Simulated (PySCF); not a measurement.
Ti(OH2)6, SMILES [OH2]->[Ti+3](<-[OH2])(<-[OH2])(<-[OH2])(<-[OH2])<-[OH2] (charge +3), doublet at its GFN2-xTB optimised geometry (Å):

```
19

Ti    -0.0001    -0.0003     0.0000
O      0.0570     0.0591     2.0248
H     -0.4512    -0.4557     2.6846
H      0.6258     0.6372     2.5746
O      2.0260    -0.0003     0.0000
H      2.6090    -0.5530     0.5609
H      2.6547     0.5274    -0.5333
O     -0.0581     2.0251     0.0000
H      0.4376     2.6686    -0.5462
H     -0.6166     2.5921     0.5714
O      0.0565    -2.0259    -0.0007
H     -0.4403    -2.6686     0.5454
H      0.6127    -2.5936    -0.5736
O     -2.0264    -0.0013     0.0002
H     -2.6098     0.5509    -0.5607
H     -2.6547    -0.5294     0.5338
O     -0.0570    -0.0578    -2.0249
H     -0.6293    -0.6303    -2.5769
H      0.4579     0.4531    -2.6823
```

Level of theory: unrestricted CAM-B3LYP/def2-SVP run with PySCF. Cells within 0.4 Å of a nucleus heavier than hydrogen are left out (blank, or x).

Map of the Laplacian of the electron density (e/bohr⁵), clipped to [-1.50, 1.50] on the plane z = 0.0 Å:

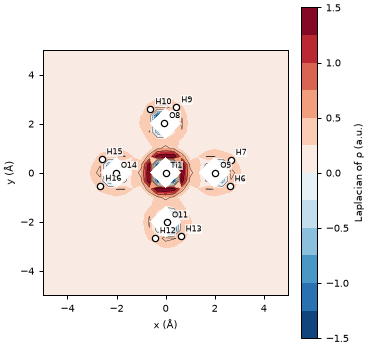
Fig. 1. Laplacian of the electron density (e/bohr⁵), clipped to [-1.50, 1.50] on the plane z = 0.0 Å.
